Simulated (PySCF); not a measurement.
CH$_{3}$F$_{3}$OSi, SMILES `O[SiH2]C(F)(F)F`.

Level of theory: def2-SVP basis (PySCF), at a geometry from GFN2-xTB. No frequency check shows the geometry to be a minimum.

Cartesian coordinates (Å):

```
O1       2.0825    0.6283   -0.0676
Si2      1.1201   -0.6579    0.0166
C3      -0.7185    0.0035   -0.0067
F4      -0.8599    1.0730    0.8176
F5      -1.6386   -0.8934    0.3942
F6      -1.1161    0.4291   -1.2228
H7       1.9499    1.4569    0.3901
H8       1.2200   -1.3852    1.2755
H9       1.3314   -1.3866   -1.2178
```

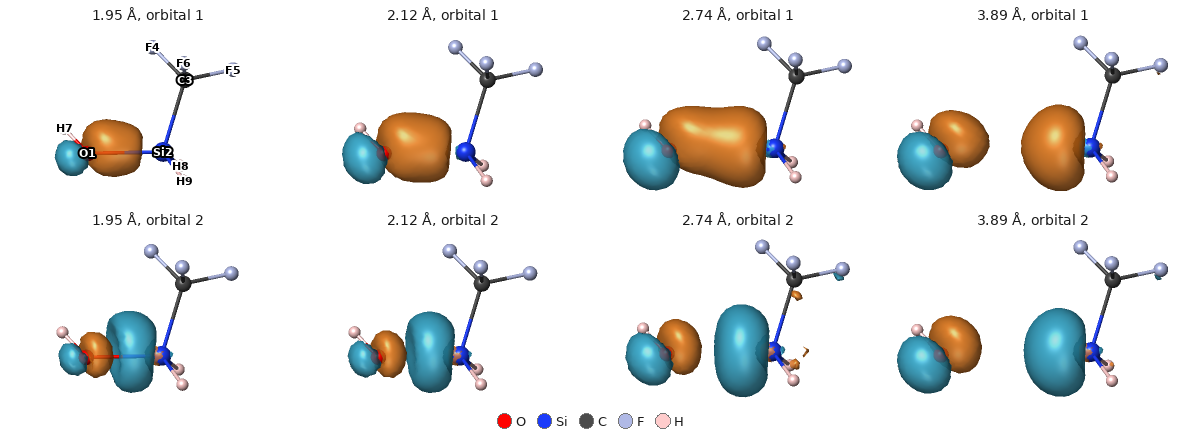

Rigid stretch of the O1–Si2 bond. The two CASSCF(2,2) natural orbitals nearest half filling (orbital 1 the more occupied).

How do the occupations change along the stretch?

1.95 Å: 1.97 and 0.03; 2.12 Å: 1.95 and 0.05; 2.74 Å: 1.67 and 0.33; 3.89 Å: 1.13 and 0.87. At the longest distance computed (4.96 Å) they are 1.01 and 0.99, and the effective number of unpaired electrons is 2.0.

Where does the UHF solution part from RHF?

Between 2.12 Å (⟨S²⟩ = 0, the two coincide) and 2.39 Å (⟨S²⟩ = 0.44); at 4.96 Å ⟨S²⟩ is 1.01 and UHF lies 5.9 eV below RHF.
